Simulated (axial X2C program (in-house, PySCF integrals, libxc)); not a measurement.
Relativistic diatomic calculation for NbSe⁻

NbSe⁻, single determinant with M_S = 1 and |Λ| = 0. Computed at this level: HF, spin-free X2C-1e, Nb dyall-acv3z, Se dyall-acv3z (cores contracted) (axial X2C program (in-house, PySCF integrals, libxc)).

## Input
```
{"zs": [41, 34], "q": -1, "bas": ["dyall-acv3z", "dyall-acv3z"], "levels": ["PBE0", "HF", "PW91"], "cc": true, "r0": 2.32, "thr": -1.0, "nmax": 90, "npts": 10, "nst": 2, "ntry": 6}
```

The line is the task of a batch: nuclear charges, charge, bases, the levels to run, a first guess of the distance and further settings. This report covers HF without spin-orbit coupling. The log is that of the reference distance 2.357 Å.

Hardware: 1 thread of Arm Neoverse V2, 24 GiB of memory available, shared host.

The run was one of a batch that the task file lists, launched with:
```bash
python <driver script> task.json out
```

## Log
```
spin-free X2C-1e  HF
basis functions 281  fitting functions 1409  grid points 5803
iter        total energy     max residual
   1      -6245.480802386     2.99e-01
   2      -6245.520552740     1.25e-02
   3      -6245.524846369     8.30e-03
   4      -6245.529698772     2.69e-03
   5      -6245.531043842     1.97e-03
   6      -6245.531780040     1.11e-03
   7      -6245.532030296     5.98e-04
   8      -6245.532084778     2.66e-04
   9      -6245.532094380     8.81e-05
  10      -6245.532095888     6.59e-05
  11      -6245.532096481     3.96e-05
  12      -6245.532096796     1.25e-05
  13      -6245.532096844     7.31e-06
  14      -6245.532096858     4.41e-06
  15      -6245.532096863     2.69e-06
  16      -6245.532096865     1.39e-06
converged
one-electron -9288.14601757  Coulomb 2934.52157110  exact exchange -204.87881375  xc functional 0.00000000  nuclear repulsion 312.97116335
correlated 12  virtual 358  natural virtual 90  E(MP2) -0.256857305  MP2 remainder -0.017067875
iter   CCSD correlation   residual
   1     -0.245114425   1.85e-01
   2     -0.254448357   1.07e-01
   3     -0.260890231   5.96e-02
   4     -0.262142760   2.89e-02
   5     -0.262716604   1.42e-02
   6     -0.262878492   7.20e-03
   7     -0.262902297   3.48e-03
   8     -0.262935554   1.61e-03
   9     -0.262907173   7.78e-04
  10     -0.262916195   3.56e-04
  11     -0.262908944   2.07e-04
  12     -0.262910473   1.24e-04
  13     -0.262909868   7.28e-05
  14     -0.262909396   3.88e-05
  15     -0.262909346   1.99e-05
  16     -0.262909195   1.09e-05
  17     -0.262909111   6.32e-06
  18     -0.262909030   4.02e-06
  19     -0.262908941   2.30e-06
  20     -0.262908941   1.26e-06
(T) -0.01859815657857316  T1 0.0684  D1 0.1093  max T2 0.093
```

## The points of the curve

| R (Å) | E (hartree) | dipole (D; origin at the first atom, positive when the second is positive) | highest filled (eV) | lowest empty (eV) |
| --- | --- | --- | --- | --- |
| 2.216 | −6245.522005 | −1.85 | −1.23 | 2.00 |
| 2.286 | −6245.529160 | −2.79 | −1.37 | 2.00 |
| 2.357 | −6245.532097 | −3.69 | −1.51 | 2.00 |
| 2.439 | −6245.531533 | −4.68 | −1.66 | 2.00 |
| 2.522 | −6245.527856 | −5.63 | −1.80 | 2.00 |

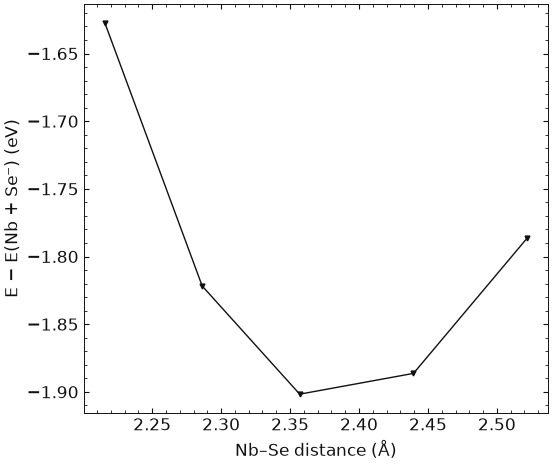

Energy at 5 bond lengths, for one set of occupations held fixed; the line joins the points. A polynomial of degree 3 through 5 points gives rₑ = 2.385 Å, ωₑ = 313.0 cm⁻¹ and Bₑ = 0.06899 cm⁻¹. The minimum lies 1.91 eV below Nb + Se⁻, each computed as one determinant at the same level.

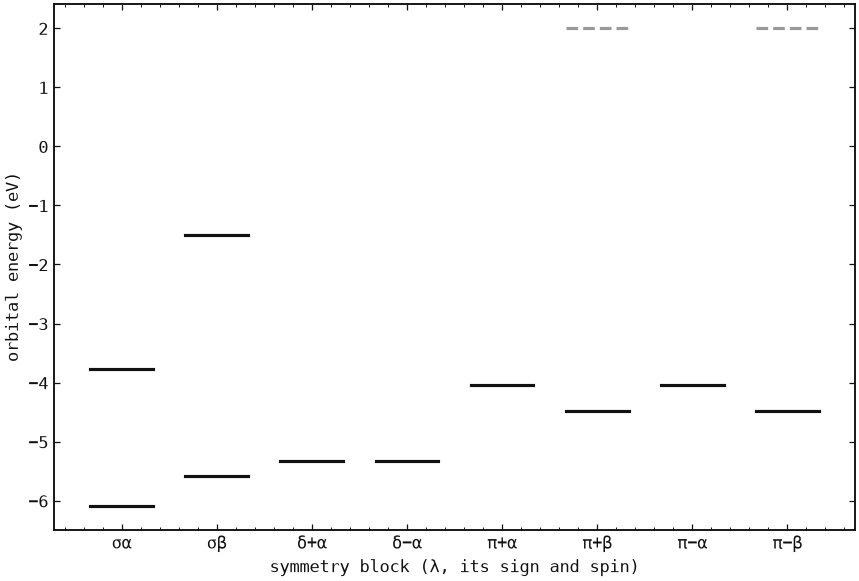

Orbital energies near the frontier at 2.36 Å, filled (solid) and empty (dashed); a label such as π−α means λ = −1 and α spin. The highest filled orbital (σβ; 45 % Nb s, 41 % Nb p) lies at −1.51 eV, the lowest empty one (π+β; 100 % Nb p) at 2.00 eV.

## Key numbers

- outcome: converged
- bond length rₑ: 2.385 Å
- ωₑ: 313.0 cm⁻¹
- energy at the minimum: −6245.53232 hartree
- depth below the fragments: 1.91 eV
- largest ⟨S²⟩ along the curve: 3.05
- wall time: 4.4 s

## Notes

Hartree–Fock lacks correlation, so it usually binds too weakly. ⟨S²⟩ reaches 3.05 where a pure state of this multiplicity has 2.00, so the determinant is spin-contaminated. To bear in mind: 5 of the 10 points asked for were kept.
